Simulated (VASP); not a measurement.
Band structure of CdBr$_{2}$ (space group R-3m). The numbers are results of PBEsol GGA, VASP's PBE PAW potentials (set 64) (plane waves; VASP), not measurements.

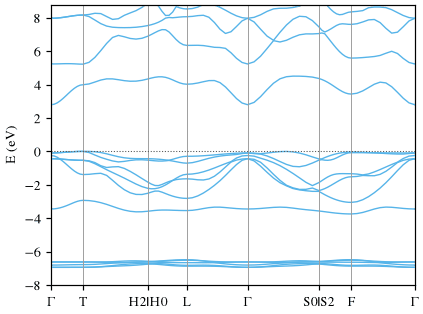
Figure. Bands along high-symmetry lines, zero at the valence-band maximum or, without a gap, the Fermi level

### Question
Read the plot: is there a gap, and where are the band edges?

### Answer
The gap is indirect, 2.80 eV, from the valence maximum at T to the conduction minimum at Γ. (Edges off the drawn lines would not show.)

The structure comes from a computed database's CdBr2 entry (R-3m); how it stands against other phases isn't given here. It was relaxed first.
